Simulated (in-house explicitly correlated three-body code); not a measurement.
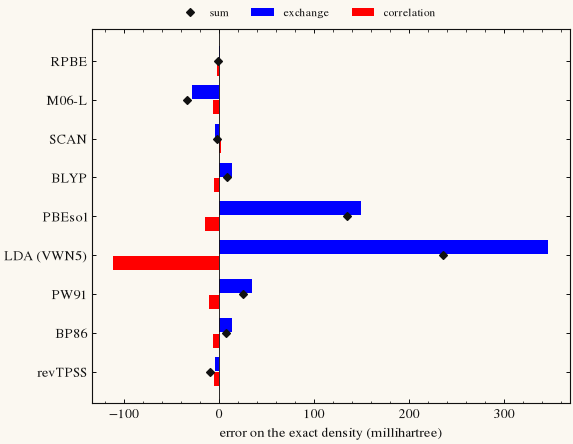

Two electrons around a point charge Z = 4.3. Computed variationally in 260 exponentially correlated functions with an in-house code, non-relativistic, converged to about 10⁻⁷ hartree. The exact exchange and correlation energies are −2464 and −44.44 millihartree. The plot shows the errors of BLYP, BP86, LDA (VWN5), M06-L, PBEsol, PW91, RPBE, SCAN and revTPSS, evaluated on the exact density.

### Rank the functionals.

By the size of the summed error (millihartree): RPBE −0.63, SCAN −1.7, BP86 +8.1, revTPSS −8.6, BLYP +8.7, PW91 +26, M06-L −33, PBEsol +135, LDA (VWN5) +236. Errors of exchange and correlation cancel by a quarter or more for RPBE (+1.2 and −1.8), SCAN (−4.3 and +2.6), BP86 (+14 and −5.5), BLYP (+14 and −4.9), PW91 (+36 and −9.7) and LDA (VWN5) (+347 and −111).
